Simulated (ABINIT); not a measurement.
# AlSi3 (Pm-3m): from the cell to the phonon bands, part 3 of 5

How does AlSi3 (Pm-3m) vibrate, and is this structure a minimum?

ABINIT 10.8.3; DFT PBE, scalar-relativistic, plane waves, PseudoDojo norm-conserving pseudopotentials.

So far. Step 4 (Relaxation): The volume changes by +0.8 % in this run and stands +0.8 % from the first cell. Step 6 (Linear response at Γ): The acoustic modes at Γ come out as far as 1.2 cm⁻¹ from zero, where they should vanish, a small numerical error. The lowest optical mode is imaginary, 40i cm⁻¹, an instability at this level and on this k mesh. The relaxed cell has a = 3.904 Å (conventional setting).

The structure was built from a prototype and need not be the compound's stable phase.

### 7. Zone-centre analysis

anaddb reads the merged derivatives and imposes the acoustic sum rule.

The input, anaddb.abi:

```
ddb_filepath "gamma_DDB"
output_file "anaddb.abo"
outdata_prefix "anaddb"
asr 1
chneut 1
enunit 2
eivec 1
nph1l 1
qph1l 0.0 0.0 0.0 1.0
```

The input, mrgddb.in:

```
gamma_DDB
merged
2
dfpt_gammao_DDB
gso_DDB
```

Launch:

```bash
mrgddb < mrgddb.in > mrgddb.log
OMP_NUM_THREADS=1 anaddb anaddb.abi > anaddb.log
```

anaddb.abo, the main output file:

```text
-outvars_anaddb: echo values of input variables ----------------------

 Miscellaneous information :
      enunit         2
       eivec         1
         asr         1
 First list of wavevector (reduced coord.) :
       nph1l         1
       qph1l
                     0.00000000E+00  0.00000000E+00  0.00000000E+00    1.000E+00

================================================================================

 read the DDB information and perform some checks

  ==== Info on the Cryst% object ====
 Real(R)+Recip(G) space primitive vectors, cartesian coordinates (Bohr,Bohr^-1):
 R(1)=  7.3781041  0.0000000  0.0000000  G(1)=  0.1355362  0.0000000  0.0000000
 R(2)=  0.0000000  7.3781041  0.0000000  G(2)=  0.0000000  0.1355362  0.0000000
 R(3)=  0.0000000  0.0000000  7.3781041  G(3)=  0.0000000  0.0000000  0.1355362
 Unit cell volume ucvol=  4.0163758E+02 bohr^3
 Angles (23,13,12)=  9.00000000E+01  9.00000000E+01  9.00000000E+01 degrees
 Time-reversal symmetry is present
 Reduced atomic positions [iatom, xred, symbol]:
    1)    0.0000000  0.0000000  0.0000000  Al
    2)    0.0000000  0.5000000  0.5000000  Si
    3)    0.5000000  0.0000000  0.5000000  Si
    4)    0.5000000  0.5000000  0.0000000  Si

 DDB file with 3 blocks has been read.

================================================================================

 Treat the first list of vectors

  Phonon wavevector (reduced coordinates) :  0.00000  0.00000  0.00000
 Phonon energies in Hartree :
  -1.814247E-04 -1.814247E-04 -1.814247E-04  0.000000E+00  0.000000E+00
   0.000000E+00  3.423932E-04  3.423932E-04  3.423932E-04  1.330759E-03
   1.330759E-03  1.330759E-03
 Phonon energies in meV     :
- -4.936818E+00 -4.936818E+00 -4.936818E+00  0.000000E+00  0.000000E+00
-  0.000000E+00  9.316994E+00  9.316994E+00  9.316994E+00  3.621179E+01
-  3.621179E+01  3.621179E+01
 Phonon frequencies in cm-1    :
- -3.981812E+01 -3.981812E+01 -3.981812E+01  0.000000E+00  0.000000E+00
-  0.000000E+00  7.514662E+01  7.514662E+01  7.514662E+01  2.920678E+02
-  2.920678E+02  2.920678E+02
 Phonon frequencies in Thz     :
- -1.193717E+00 -1.193717E+00 -1.193717E+00  0.000000E+00  0.000000E+00
-  0.000000E+00  2.252839E+00  2.252839E+00  2.252839E+00  8.755973E+00
-  8.755973E+00  8.755973E+00
 Phonon energies in Kelvin  :
- -5.728939E+01 -5.728939E+01 -5.728939E+01  0.000000E+00  0.000000E+00
-  0.000000E+00  1.081192E+02  1.081192E+02  1.081192E+02  4.202204E+02
-  4.202204E+02  4.202204E+02

 Eigendisplacements
 (will be given, for each mode : in cartesian coordinates
   for each atom the real part of the displacement vector,
   then the imaginary part of the displacement vector - absolute values smaller than 1.0d-7 are set to zero)
  Mode number    1   Energy   -1.814247E-04
 Attention : low frequency mode.
   (Could be unstable or acoustic mode)
-  1  0.00000000E+00  0.00000000E+00  2.42030192E-03
-     0.00000000E+00  0.00000000E+00  0.00000000E+00
-  2  0.00000000E+00  0.00000000E+00  6.45208029E-04
-     0.00000000E+00  0.00000000E+00  0.00000000E+00
-  3  0.00000000E+00  0.00000000E+00  6.45208029E-04
-     0.00000000E+00  0.00000000E+00  0.00000000E+00
-  4  0.00000000E+00  0.00000000E+00 -3.61556405E-03
-     0.00000000E+00  0.00000000E+00  0.00000000E+00
  Mode number    2   Energy   -1.814247E-04
 Attention : low frequency mode.
   (Could be unstable or acoustic mode)
-  1  0.00000000E+00 -2.42030192E-03  0.00000000E+00
-     0.00000000E+00  0.00000000E+00  0.00000000E+00
-  2  0.00000000E+00 -6.45208029E-04  0.00000000E+00
-     0.00000000E+00  0.00000000E+00  0.00000000E+00
-  3  0.00000000E+00  3.61556405E-03  0.00000000E+00
-     0.00000000E+00  0.00000000E+00  0.00000000E+00
-  4  0.00000000E+00 -6.45208029E-04  0.00000000E+00
-     0.00000000E+00  0.00000000E+00  0.00000000E+00
  Mode number    3   Energy   -1.814247E-04
 Attention : low frequency mode.
   (Could be unstable or acoustic mode)
-  1  2.42030192E-03  0.00000000E+00  0.00000000E+00
-     0.00000000E+00  0.00000000E+00  0.00000000E+00
-  2 -3.61556405E-03  0.00000000E+00  0.00000000E+00
-     0.00000000E+00  0.00000000E+00  0.00000000E+00
-  3  6.45208029E-04  0.00000000E+00  0.00000000E+00
-     0.00000000E+00  0.00000000E+00  0.00000000E+00
-  4  6.45208029E-04  0.00000000E+00  0.00000000E+00
-     0.00000000E+00  0.00000000E+00  0.00000000E+00
  Mode number    4   Energy    0.000000E+00
 Attention : low frequency mode.
   (Could be unstable or acoustic mode)
-  1  0.00000000E+00  0.00000000E+00 -2.22071223E-03
-     0.00000000E+00  0.00000000E+00  0.00000000E+00
-  2  0.00000000E+00  0.00000000E+00 -2.22071596E-03
-     0.00000000E+00  0.00000000E+00  0.00000000E+00
-  3  0.00000000E+00  0.00000000E+00 -2.22071596E-03
-     0.00000000E+00  0.00000000E+00  0.00000000E+00
-  4  0.00000000E+00  0.00000000E+00 -2.22072508E-03
-     0.00000000E+00  0.00000000E+00  0.00000000E+00
  Mode number    5   Energy    0.000000E+00
 Attention : low frequency mode.
   (Could be unstable or acoustic mode)
-  1  0.00000000E+00 -2.22071223E-03  0.00000000E+00
-     0.00000000E+00  0.00000000E+00  0.00000000E+00
-  2  0.00000000E+00 -2.22071596E-03  0.00000000E+00
-     0.00000000E+00  0.00000000E+00  0.00000000E+00
-  3  0.00000000E+00 -2.22072508E-03  0.00000000E+00
-     0.00000000E+00  0.00000000E+00  0.00000000E+00
-  4  0.00000000E+00 -2.22071596E-03  0.00000000E+00
-     0.00000000E+00  0.00000000E+00  0.00000000E+00
  Mode number    6   Energy    0.000000E+00
 Attention : low frequency mode.
   (Could be unstable or acoustic mode)
-  1  2.22071223E-03  0.00000000E+00  0.00000000E+00
-     0.00000000E+00  0.00000000E+00  0.00000000E+00
-  2  2.22072508E-03  0.00000000E+00  0.00000000E+00
-     0.00000000E+00  0.00000000E+00  0.00000000E+00
-  3  2.22071596E-03  0.00000000E+00  0.00000000E+00
-     0.00000000E+00  0.00000000E+00  0.00000000E+00
-  4  2.22071596E-03  0.00000000E+00  0.00000000E+00
-     0.00000000E+00  0.00000000E+00  0.00000000E+00
  Mode number    7   Energy    3.423932E-04
-  1  0.00000000E+00  0.00000000E+00  0.00000000E+00
-     0.00000000E+00  0.00000000E+00  0.00000000E+00
-  2  0.00000000E+00  2.52917581E-07 -3.12509965E-03
-     0.00000000E+00  0.00000000E+00  0.00000000E+00
-  3  0.00000000E+00  0.00000000E+00  3.12509965E-03
-     0.00000000E+00  0.00000000E+00  0.00000000E+00
-  4  0.00000000E+00 -2.52917581E-07  0.00000000E+00
-     0.00000000E+00  0.00000000E+00  0.00000000E+00
  Mode number    8   Energy    3.423932E-04
-  1  0.00000000E+00  0.00000000E+00  0.00000000E+00
-     0.00000000E+00  0.00000000E+00  0.00000000E+00
-  2  0.00000000E+00  3.12509965E-03  2.52917584E-07
-     0.00000000E+00  0.00000000E+00  0.00000000E+00
-  3  0.00000000E+00  0.00000000E+00 -2.52917584E-07
-     0.00000000E+00  0.00000000E+00  0.00000000E+00
-  4  0.00000000E+00 -3.12509965E-03  0.00000000E+00
-     0.00000000E+00  0.00000000E+00  0.00000000E+00
  Mode number    9   Energy    3.423932E-04
-  1  0.00000000E+00  0.00000000E+00  0.00000000E+00
-     0.00000000E+00  0.00000000E+00  0.00000000E+00
-  2  0.00000000E+00  0.00000000E+00  0.00000000E+00
-     0.00000000E+00  0.00000000E+00  0.00000000E+00
-  3  3.12509966E-03  0.00000000E+00  0.00000000E+00
-     0.00000000E+00  0.00000000E+00  0.00000000E+00
-  4 -3.12509966E-03  0.00000000E+00  0.00000000E+00
-     0.00000000E+00  0.00000000E+00  0.00000000E+00
  Mode number   10   Energy    1.330759E-03
-  1  0.00000000E+00  0.00000000E+00 -3.08905354E-03
-     0.00000000E+00  0.00000000E+00  0.00000000E+00
-  2  0.00000000E+00  0.00000000E+00  2.10199313E-03
-     0.00000000E+00  0.00000000E+00  0.00000000E+00
-  3  0.00000000E+00  0.00000000E+00  2.10199313E-03
-     0.00000000E+00  0.00000000E+00  0.00000000E+00
-  4  0.00000000E+00  0.00000000E+00 -1.23635450E-03
-     0.00000000E+00  0.00000000E+00  0.00000000E+00
  Mode number   11   Energy    1.330759E-03
-  1  0.00000000E+00  3.08905354E-03  0.00000000E+00
-     0.00000000E+00  0.00000000E+00  0.00000000E+00
-  2  0.00000000E+00 -2.10199313E-03  0.00000000E+00
-     0.00000000E+00  0.00000000E+00  0.00000000E+00
-  3  0.00000000E+00  1.23635450E-03  0.00000000E+00
-     0.00000000E+00  0.00000000E+00  0.00000000E+00
-  4  0.00000000E+00 -2.10199313E-03  0.00000000E+00
-     0.00000000E+00  0.00000000E+00  0.00000000E+00
  Mode number   12   Energy    1.330759E-03
-  1  3.08905354E-03  0.00000000E+00  0.00000000E+00
-     0.00000000E+00  0.00000000E+00  0.00000000E+00
-  2  1.23635450E-03  0.00000000E+00  0.00000000E+00
-     0.00000000E+00  0.00000000E+00  0.00000000E+00
-  3 -2.10199313E-03  0.00000000E+00  0.00000000E+00
-     0.00000000E+00  0.00000000E+00  0.00000000E+00
-  4 -2.10199313E-03  0.00000000E+00  0.00000000E+00
-     0.00000000E+00  0.00000000E+00  0.00000000E+00

 Analysis of degeneracies and characters (maximum tolerance=1.00E-06 a.u.)
 For each vibration mode, or group of modes if degenerate,
 the characters are given for each symmetry operation (see the list in the log file).
 Symmetry characters of vibration mode #   1
       degenerate with vibration modes #   2 to    3
  3.0 -3.0 -1.0  1.0 -1.0  1.0 -1.0  1.0  1.0 -1.0 -1.0  1.0  1.0 -1.0 -1.0  1.0
 -0.0  0.0 -0.0  0.0 -0.0  0.0  0.0 -0.0  1.0 -1.0 -1.0  1.0 -1.0  1.0  1.0 -1.0
 -0.0  0.0 -0.0  0.0  0.0 -0.0 -0.0  0.0  1.0 -1.0  1.0 -1.0 -1.0  1.0 -1.0  1.0
 Symmetry characters of vibration mode #   4
       degenerate with vibration modes #   5 to    6
  3.0 -3.0 -1.0  1.0 -1.0  1.0 -1.0  1.0  1.0 -1.0 -1.0  1.0  1.0 -1.0 -1.0  1.0
  0.0 -0.0  0.0 -0.0 -0.0  0.0 -0.0  0.0  1.0 -1.0 -1.0  1.0 -1.0  1.0  1.0 -1.0
  0.0 -0.0 -0.0  0.0 -0.0  0.0  0.0 -0.0  1.0 -1.0  1.0 -1.0 -1.0  1.0 -1.0  1.0
 Symmetry characters of vibration mode #   7
       degenerate with vibration modes #   8 to    9
  3.0 -3.0 -1.0  1.0 -1.0  1.0 -1.0  1.0 -1.0  1.0  1.0 -1.0 -1.0  1.0  1.0 -1.0
  0.0 -0.0 -0.0  0.0  0.0 -0.0 -0.0  0.0 -1.0  1.0  1.0 -1.0  1.0 -1.0 -1.0  1.0
  0.0 -0.0  0.0 -0.0 -0.0  0.0 -0.0  0.0 -1.0  1.0 -1.0  1.0  1.0 -1.0  1.0 -1.0
 Symmetry characters of vibration mode #  10
       degenerate with vibration modes #  11 to   12
  3.0 -3.0 -1.0  1.0 -1.0  1.0 -1.0  1.0  1.0 -1.0 -1.0  1.0  1.0 -1.0 -1.0  1.0
  0.0 -0.0 -0.0  0.0  0.0 -0.0 -0.0  0.0  1.0 -1.0 -1.0  1.0 -1.0  1.0  1.0 -1.0
  0.0 -0.0  0.0 -0.0 -0.0  0.0 -0.0  0.0  1.0 -1.0  1.0 -1.0 -1.0  1.0 -1.0  1.0
-
```

Elapsed: 0.51 s, on 1 thread of Arm Neoverse V1, shared host.

Numbers from this step:

| Quantity | Value |
| --- | --- |
| lowest optical zone-centre mode | -39.82 cm⁻¹ |

No LO-TO term; unit eigenvectors of the mass-weighted matrix, from anaddb's displacements. Modes at Γ, with each element's share of the kinetic energy (negative means imaginary):

```csv
mode,frequency (cm⁻¹),symmetry,Al %,Si %
1,-39.8,T1u,29,71
2,-39.8,T1u,29,71
3,-39.8,T1u,29,71
4,0.0,acoustic,24,76
5,0.0,acoustic,24,76
6,0.0,acoustic,24,76
7,75.1,T2u,0,100
8,75.1,T2u,0,100
9,75.1,T2u,0,100
10,292.1,T1u,47,53
11,292.1,T1u,47,53
12,292.1,T1u,47,53
```

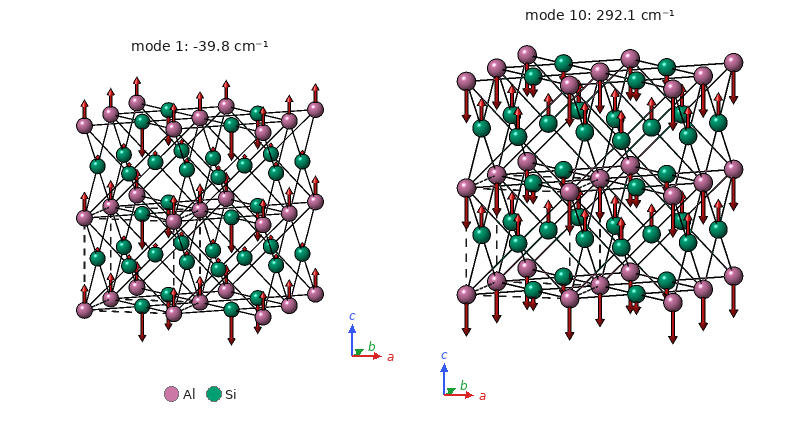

Displacement patterns of modes 1 and 10 at Γ; arrows are exaggerated. 2×2×2 cells are drawn. Some periodic images of atoms are drawn too.

The rule moves no optical mode by more than 0.1 cm⁻¹.

(Part 3 of 5 ends here.)

[Host names and launcher messages were left out of these logs when they were recorded.]

[Logs are printed without paths, hosts, clocks, repeated set-up lines and the standing remarks that a program may print on its own settings, such as how far it seeks lower states.]

[Hosts, paths, dates, database ids (printed as entryN), source tags and the programs' standing remarks are cut or masked in the printed files.]
